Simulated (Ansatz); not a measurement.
```sh
ansatz run in.yaml --threads 8 --pin off --events-out ev --progress --plain --max-ram 19148MiB
```

```yaml
crystal:
  periodic: [false, false, false]
  atoms:
    - {symbol: Ge, position_ang: [-1.438590, -1.539788, -0.243554]}
    - {symbol: C, position_ang: [0.825626, 2.053035, 0.664824]}
    - {symbol: H, position_ang: [-2.467571, -1.616331, -1.383236]}
    - {symbol: H, position_ang: [-1.785312, -2.603533, 0.810862]}
    - {symbol: H, position_ang: [-1.498236, -0.147095, 0.401550]}
    - {symbol: H, position_ang: [1.234736, 1.194210, 0.133459]}
    - {symbol: As, position_ang: [0.742911, -2.071250, -1.160891]}
    - {symbol: H, position_ang: [1.594249, 2.818611, 0.767420]}
    - {symbol: H, position_ang: [0.488624, 1.740606, 1.652905]}
    - {symbol: H, position_ang: [-0.018086, 2.456688, 0.105653]}
    - {symbol: H, position_ang: [1.460094, -1.573818, 0.087046]}
    - {symbol: H, position_ang: [0.861655, -0.711335, -1.835940]}
basis:
  gaussian: {orbitals: def2-TZVPP}
hamiltonian: {xc: pbe, dispersion: d4}
```

Describe the molecule in this file.

Formula CH9AsGe. Judged by distances it falls into 2 fragments: AsGeH5, CH4. The point group is Cs. Coordination: 1 Ge tetrahedral; 1 C tetrahedral; 1 As trigonal pyramidal.

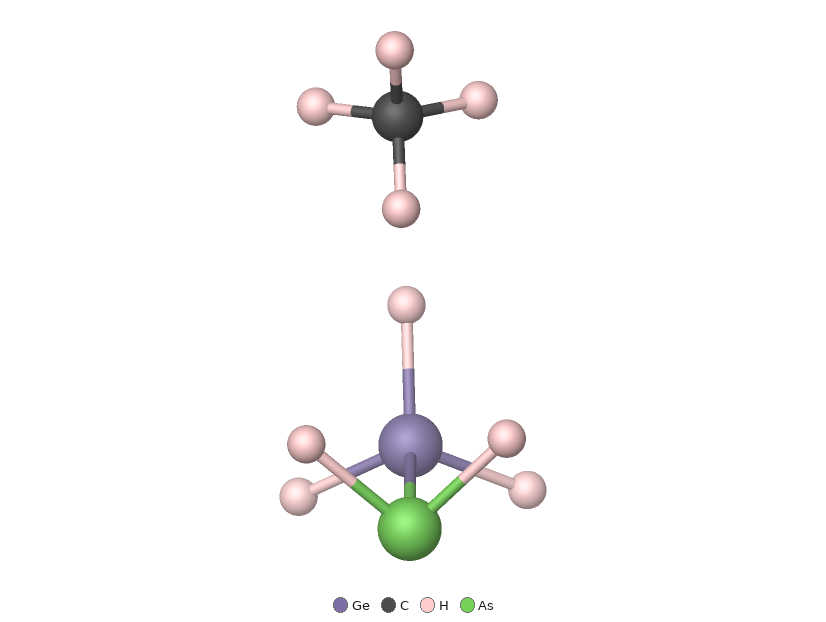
